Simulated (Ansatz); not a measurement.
```xyz
19

C     2.1030   -1.5747   -0.1412
C     1.8985   -0.0490   -0.1269
N     0.9094    0.4989   -1.0624
C    -0.4719    0.0723   -0.8190
C    -1.4316    0.7836   -1.7843
Si   -3.2692    0.4227   -1.4661
H     2.4211   -1.9212   -1.1416
H     2.8853   -1.8728    0.5791
H     1.1803   -2.1175    0.1263
H     1.6018    0.2763    0.8888
H     2.8623    0.4500   -0.3409
H     1.1724    0.2303   -2.0199
H    -0.6295   -1.0300   -0.8908
H    -0.7164    0.3499    0.2248
H    -1.2600    1.8742   -1.7241
H    -1.2022    0.4916   -2.8281
H    -3.6632    0.8414   -0.0774
H    -3.5709   -1.0432   -1.6077
H    -4.1314    1.1682   -2.4448
```

Computed with Ansatz 0.2.0, RKS PBE/6-31G*.

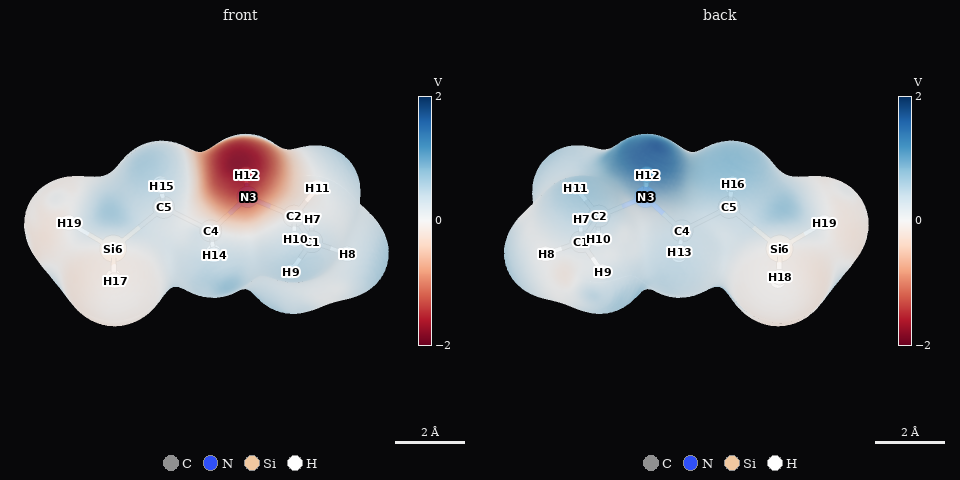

C4H13NSi (SMILES CCNCC[SiH3]). The molecular electrostatic potential painted on the density surface at 0.002 e/bohr³, seen from the front and from behind; the colour scale runs from red (negative) to blue (positive).

Which sites attract a positive test charge, and which a negative one?

A positive charge is drawn to the negative regions and a negative charge to the positive ones. The most negative region (about −1.7 V, or −39 kcal/mol for a unit charge) lies over N3, the most positive (about +1.4 V, or +32 kcal/mol for a unit charge) over H12. N3 is the likeliest acceptor of a hydrogen bond.
